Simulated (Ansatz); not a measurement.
Si4NH11: geometry relaxation (part 2 of 2)

Si4NH11; RKS BHLYP/STO-3G (Ansatz 0.2.0). It belongs to a series of runs on one base structure; here: start relaxed.

Geometry of the input (Å):
```
Si 0.0000  0.0000  0.0000
Si 0.0000  0.0000  2.2200
H  -1.3148  -0.4067  2.7074
H  1.0096  -0.9353  2.7074
H  0.3052  1.3420  2.7074
Si 2.0935  0.0000  -0.7393
H  2.5508  -1.3762  -0.9079
H  2.1573  0.6939  -2.0222
H  2.9510  0.6823  0.2255
N  -0.8572  1.4851  -0.6061
H  -1.8773  1.4300  -0.8888
H  -0.3367  2.4058  -0.6766
Si -1.0456  -1.8115  -0.7393
H  -1.7029  -2.4846  0.3772
H  -2.0454  -1.4265  -1.7311
H  -0.0777  -2.7173  -1.3511
```

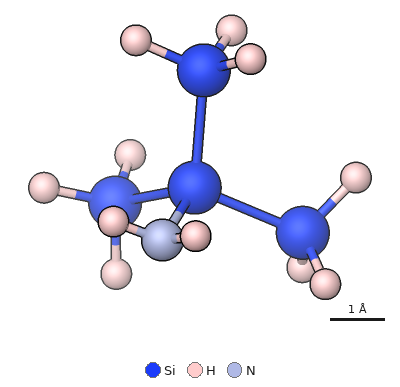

The geometry at step 19 of the log (ball-and-stick view, seen at a tilt).

```
679 factors; integrals over basis functions are off by at most 2.2e-5 eV
mean field -32795.19764756 eV, -1205.2012841646 hartree, gradient 2.6e-5 eV, S^2 0.000000; 1 other end points of the search recorded, 0 dependent functions left out
the calculation of the forces begins
reference -32795.19781199 eV, -1205.2012902071 hartree; 37, 37 occupied and 15, 15 virtual orbitals, 679 factors
Total energy: -32795.19781199 eV, -1205.2012902071 hartree
Atom 0 at     0.020802    -0.012643    -0.058420 Å, force    -0.000290    -0.001559     0.010217 eV/Å
Atom 1 at    -0.147728     0.051470     2.198929 Å, force     0.003286    -0.002597    -0.000954 eV/Å
Atom 2 at    -1.514569     0.070223     2.629086 Å, force    -0.001946    -0.000219    -0.002645 eV/Å
Atom 3 at     0.475606    -1.093650     2.793185 Å, force    -0.000908     0.001070     0.001147 eV/Å
Atom 4 at     0.485912     1.217123     2.740575 Å, force     0.000882     0.000588     0.002922 eV/Å
Atom 5 at     2.190826    -0.021139    -0.668893 Å, force     0.001365     0.003140    -0.005657 eV/Å
Atom 6 at     2.897788    -1.077781    -0.008210 Å, force    -0.005771    -0.000143     0.001374 eV/Å
Atom 7 at     2.347027    -0.208362    -2.080021 Å, force     0.000382     0.000233     0.001484 eV/Å
Atom 8 at     2.828889     1.211075    -0.312181 Å, force     0.001507     0.001091    -0.001284 eV/Å
Atom 9 at    -0.712402     1.411785    -0.840857 Å, force     0.001648    -0.000163    -0.007419 eV/Å
Atom 10 at    -1.716959     1.507277    -0.595644 Å, force    -0.002913     0.001013     0.000079 eV/Å
Atom 11 at    -0.282180     2.296119    -0.507320 Å, force     0.002718     0.001015     0.002949 eV/Å
Atom 12 at    -1.076859    -1.806841    -0.869031 Å, force     0.003334    -0.011717    -0.006342 eV/Å
Atom 13 at    -0.683948    -2.995793    -0.171278 Å, force    -0.007426     0.015838    -0.013505 eV/Å
Atom 14 at    -2.492944    -1.658552    -0.705486 Å, force     0.012150    -0.005229    -0.001732 eV/Å
Atom 15 at    -0.809461    -2.009311    -2.261935 Å, force    -0.008017    -0.002363     0.019366 eV/Å
Dipole moment:    -0.049714     0.060257     0.233995 e Å
```

Trajectory as extended XYZ (Å, eV, eV/Å), 7 of the 38 frames kept, from step=1 to step=38:
```
16
Properties=species:S:1:pos:R:3:forces:R:3 step=1 energy=-32794.59043
Si    0.0000    0.0000    0.0000   -1.1783   2.1678  -0.8031
Si    0.0000    0.0000    2.2200   -0.0602   0.0819   0.9812
H    -1.3148   -0.4067    2.7074    0.7283   0.2159  -0.0080
H     1.0096   -0.9353    2.7074   -0.5485   0.4859  -0.0475
H     0.3052    1.3420    2.7074   -0.1416  -0.7471  -0.0231
Si    2.0935    0.0000   -0.7393    0.8791   0.1958  -0.3698
H     2.5508   -1.3762   -0.9079   -0.0665   0.7452   0.0578
H     2.1573    0.6939   -2.0222    0.1922  -0.3871   0.6178
H     2.9510    0.6823    0.2255   -0.2296  -0.3753  -0.6144
N    -0.8572    1.4851   -0.6061    0.5931  -1.1328   0.2652
H    -1.8773    1.4300   -0.8888    1.9182   0.7655   0.3810
H    -0.3367    2.4058   -0.6766   -1.5377  -1.4213  -0.0787
Si   -1.0456   -1.8115   -0.7393   -0.6067  -0.6901  -0.4089
H    -1.7029   -2.4846    0.3772    0.2593   0.1730  -0.6912
H    -2.0454   -1.4265   -1.7311    0.4272  -0.3963   0.4613
H    -0.0777   -2.7173   -1.3511   -0.6284   0.3189   0.2803
16
Properties=species:S:1:pos:R:3:forces:R:3 step=7 energy=-32795.15210 accepted=F
Si    0.0023   -0.0224   -0.0504    0.0393  -0.0158  -0.0080
Si   -0.0423    0.0153    2.2120   -0.0201  -0.0139   0.1121
H    -1.3745   -0.1672    2.7162    0.0790   0.0154  -0.0212
H     0.7773   -1.0224    2.7720   -0.0477   0.0570  -0.0463
H     0.4402    1.2682    2.7205   -0.0196  -0.0609  -0.0177
Si    2.1332    0.0550   -0.7837    0.3892  -0.0291  -0.0783
H     2.7885   -1.2182   -0.5632   -0.1658   0.3963  -0.0770
H     2.1935    0.3544   -2.1981    0.0148  -0.0940   0.3940
H     2.8924    1.0659   -0.0745   -0.2191  -0.3065  -0.2397
N    -0.7948    1.4083   -0.7612    0.1988   0.1911   0.0810
H    -1.7782    1.4954   -0.4421   -0.1035  -0.0091   0.0263
H    -0.3407    2.2821   -0.4142   -0.1319  -0.1485  -0.1091
Si   -1.0837   -1.8425   -0.8306   -0.0133  -0.0143  -0.0268
H    -1.7335   -2.5526    0.2316    0.0044   0.0093  -0.0067
H    -2.0865   -1.4788   -1.7867    0.0006   0.0010   0.0059
H    -0.1834   -2.7596   -1.4653   -0.0051   0.0220   0.0117
16
Properties=species:S:1:pos:R:3:forces:R:3 step=13 energy=-32795.17252
Si    0.0082   -0.0081   -0.0437    0.0060  -0.0608   0.0150
Si   -0.0381   -0.0106    2.2206    0.0126   0.0040   0.0208
H    -1.3778   -0.0924    2.7235    0.0062   0.0022  -0.0060
H     0.6896   -1.1273    2.7482   -0.0103   0.0132  -0.0099
H     0.5490    1.1805    2.7616   -0.0063  -0.0166  -0.0079
Si    2.1410    0.0556   -0.7719    0.0942   0.0185  -0.0386
H     2.8689   -1.0933   -0.3128   -0.0502   0.0575  -0.0138
H     2.2152    0.0744   -2.2048   -0.0100  -0.0034   0.0820
H     2.8229    1.2188   -0.2791   -0.0366  -0.0548  -0.0285
N    -0.8001    1.4162   -0.7438    0.0145   0.0203  -0.0287
H    -1.7984    1.4709   -0.4650   -0.0072  -0.0002   0.0097
H    -0.3850    2.3015   -0.3950   -0.0078   0.0206   0.0045
Si   -1.0820   -1.8139   -0.8519   -0.0130  -0.0108  -0.0003
H    -1.6716   -2.5801    0.2063    0.0063   0.0025  -0.0080
H    -2.1345   -1.4259   -1.7431    0.0059  -0.0002   0.0062
H    -0.1974   -2.6854   -1.5667   -0.0044   0.0079   0.0036
16
Properties=species:S:1:pos:R:3:forces:R:3 step=19 energy=-32795.17576
Si    0.0141   -0.0171   -0.0438   -0.0057   0.0433  -0.0278
Si   -0.0535   -0.0241    2.2198   -0.0034  -0.0111   0.0100
H    -1.4003    0.0135    2.7093    0.0097  -0.0004  -0.0080
H     0.5642   -1.2053    2.7461   -0.0034   0.0072  -0.0005
H     0.6337    1.1051    2.7737   -0.0023  -0.0015  -0.0035
Si    2.1531    0.0606   -0.7529    0.0320  -0.0161   0.0040
H     2.9382   -0.9425   -0.0948   -0.0118   0.0177  -0.0155
H     2.2590   -0.1605   -2.1647   -0.0085   0.0058   0.0272
H     2.7460    1.3322   -0.4577   -0.0119  -0.0221  -0.0034
N    -0.7816    1.4165   -0.7482    0.0062  -0.0278   0.0127
H    -1.7805    1.4720   -0.4696   -0.0112   0.0061  -0.0057
H    -0.3667    2.2983   -0.3890    0.0061   0.0023   0.0017
Si   -1.0861   -1.8075   -0.8716   -0.0488  -0.0947  -0.0432
H    -1.4982   -2.6937    0.1816    0.0329   0.0591  -0.0809
H    -2.2664   -1.3997   -1.5819    0.0906  -0.0350   0.0612
H    -0.2652   -2.5668   -1.7738   -0.0706   0.0670   0.0717
16
Properties=species:S:1:pos:R:3:forces:R:3 step=26 energy=-32795.18696
Si    0.0192   -0.0132   -0.0501   -0.0324  -0.0016   0.0183
Si   -0.0945    0.0101    2.2115   -0.0021   0.0290  -0.0104
H    -1.4509    0.0218    2.6740    0.0007  -0.0009   0.0012
H     0.5434   -1.1437    2.7722    0.0011  -0.0012  -0.0032
H     0.5523    1.1680    2.7542   -0.0023  -0.0018   0.0163
Si    2.1734    0.0255   -0.7141   -0.0270  -0.0378  -0.0114
H     2.9072   -1.0372   -0.0944    0.0118  -0.0030   0.0021
H     2.2899   -0.1323   -2.1322    0.0132   0.0015  -0.0074
H     2.8084    1.2568   -0.3504   -0.0047   0.0115   0.0080
N    -0.7504    1.4107   -0.7959    0.0092   0.0148  -0.0039
H    -1.7546    1.4821   -0.5424   -0.0031   0.0003   0.0044
H    -0.3337    2.2975   -0.4522   -0.0029   0.0050   0.0015
Si   -1.0851   -1.8056   -0.8633    0.0304  -0.0617  -0.0390
H    -1.1280   -2.8624    0.1066    0.0039   0.0386  -0.0479
H    -2.4392   -1.4732   -1.2015    0.0561  -0.0007   0.0284
H    -0.4475   -2.3239   -2.0392   -0.0522   0.0081   0.0431
16
Properties=species:S:1:pos:R:3:forces:R:3 step=32 energy=-32795.19340
Si    0.0193   -0.0131   -0.0522    0.0016  -0.0049  -0.0228
Si   -0.1212    0.0334    2.2073   -0.0062   0.0157  -0.0018
H    -1.4828    0.0453    2.6544    0.0026  -0.0033  -0.0044
H     0.5134   -1.1135    2.7857    0.0013  -0.0006   0.0010
H     0.5148    1.1983    2.7482    0.0013  -0.0038   0.0054
Si    2.1803    0.0001   -0.6945    0.0052  -0.0005   0.0211
H     2.9003   -1.0667   -0.0644   -0.0042   0.0025  -0.0020
H     2.3177   -0.1585   -2.1109   -0.0032   0.0014  -0.0004
H     2.8184    1.2274   -0.3210    0.0031  -0.0011  -0.0054
N    -0.7317    1.4114   -0.8194    0.0014  -0.0080   0.0142
H    -1.7363    1.4939   -0.5689    0.0048   0.0007  -0.0022
H    -0.3090    2.2965   -0.4776   -0.0025  -0.0037  -0.0025
Si   -1.0771   -1.8081   -0.8663   -0.0646  -0.0845  -0.0409
H    -0.9031   -2.9468   -0.0068   -0.0121   0.0963  -0.0776
H    -2.4872   -1.5452   -0.9579    0.1214  -0.0345   0.0114
H    -0.6060   -2.1735   -2.1733   -0.0499   0.0281   0.1071
16
Properties=species:S:1:pos:R:3:forces:R:3 step=38 energy=-32795.19765
Si    0.0208   -0.0126   -0.0584   -0.0003  -0.0016   0.0102
Si   -0.1477    0.0515    2.1989    0.0033  -0.0026  -0.0010
H    -1.5146    0.0702    2.6291   -0.0019  -0.0002  -0.0026
H     0.4756   -1.0937    2.7932   -0.0009   0.0011   0.0011
H     0.4859    1.2171    2.7406    0.0009   0.0006   0.0029
Si    2.1908   -0.0211   -0.6689    0.0014   0.0031  -0.0057
H     2.8978   -1.0778   -0.0082   -0.0058  -0.0001   0.0014
H     2.3470   -0.2084   -2.0800    0.0004   0.0002   0.0015
H     2.8289    1.2111   -0.3122    0.0015   0.0011  -0.0013
N    -0.7124    1.4118   -0.8409    0.0016  -0.0002  -0.0074
H    -1.7170    1.5073   -0.5956   -0.0029   0.0010   0.0001
H    -0.2822    2.2961   -0.5073    0.0027   0.0010   0.0029
Si   -1.0769   -1.8068   -0.8690    0.0033  -0.0117  -0.0063
H    -0.6839   -2.9958   -0.1713   -0.0074   0.0158  -0.0135
H    -2.4929   -1.6586   -0.7055    0.0121  -0.0052  -0.0017
H    -0.8095   -2.0093   -2.2619   -0.0080  -0.0024   0.0194
```

Key numbers:

```csv
quantity,value
outcome,converged
total energy,−32795.1978 eV
mean-field energy,−32795.1978 eV
largest force (length of the vector) at the end,0.022 eV/Å
hardware,"1 thread of Intel Xeon (Sapphire Rapids), 32 GiB of memory available, shared host"
wall time,1.9 min
peak memory,0.16 GiB
```
